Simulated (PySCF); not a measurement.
# SnB (quartet): what the fields show

```xyz
2

Sn    0.0000    0.0000   -0.1843
B     0.0000    0.0000    2.0077
```

Core potentials replace the inner electrons of Sn.

Method: PBE0/cc-pVDZ(-PP), non-relativistic Hamiltonian with scalar-relativistic core potentials where named, at a bond length of 2.192 Å (PySCF).

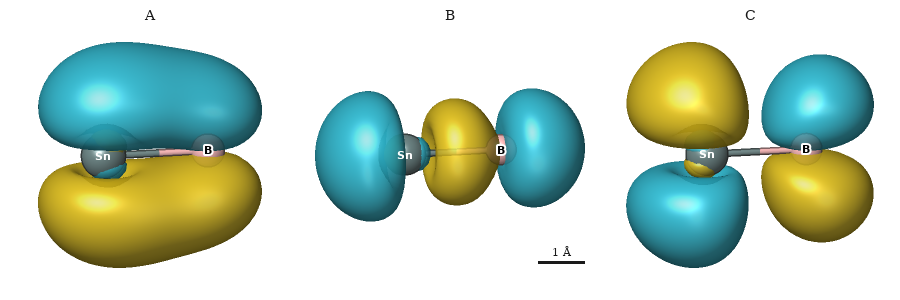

Figure 1. Three frontier α-spin orbitals, each drawn at the value that holds 80 % of its norm (yellow and cyan are the two phases), in no order; of a degenerate pair one member is drawn.

### Name the orbitals and rank them from lowest to highest energy.

Orbital B: σ, occupied in this spin, −6.18 eV; shared between the atoms (Sn 45 %, B 55 %).
Orbital A: π, occupied in this spin, −6.02 eV; bonding, with no node between the atoms.
Orbital C: π, empty in this spin, −1.83 eV; antibonding, with a node between the atoms.

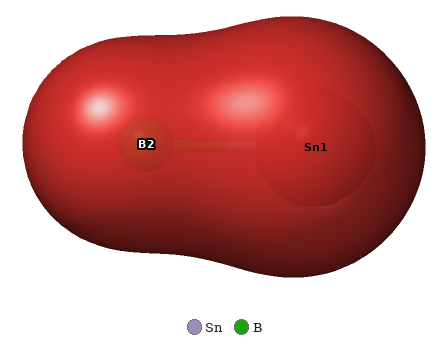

Figure 2. Isosurface of the spin density at +0.03 e/Å³ (red), seen from one side.

### Describe the spin distribution.

The unpaired spin (3 electrons) lies mostly on B2 (about 1.5) and Sn1 (about 1.5), in electrons by Hirshfeld's partition.

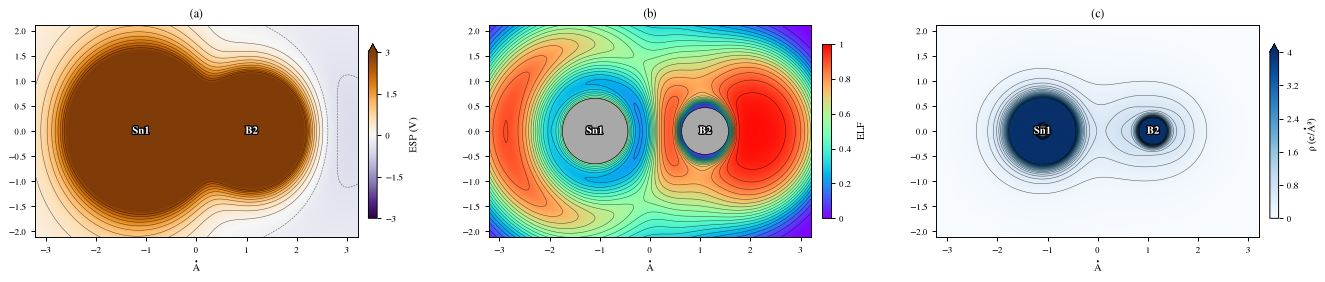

Figure 3. (a) molecular electrostatic potential; (b) electron localisation function; (c) electron density on a plane that holds the molecular axis. Grey discs cover the atomic cores in the ELF map.

### What do the fields say about this system?

Atoms in the plane: Sn and B.
Sn–B (2.19 Å): ρ at the midpoint is about 0.59 e/Å³; the ELF peaks at about 0.90 in the valence shell of B, 0.7 Å from its nucleus, and drops to about 0.20 between the two atoms.
The ELF also peaks beside B2, away from the bonds: non-bonding electrons, paired or unpaired.
Outside the dense part of the molecule the potential is most negative (−0.5 V) near Sn1.
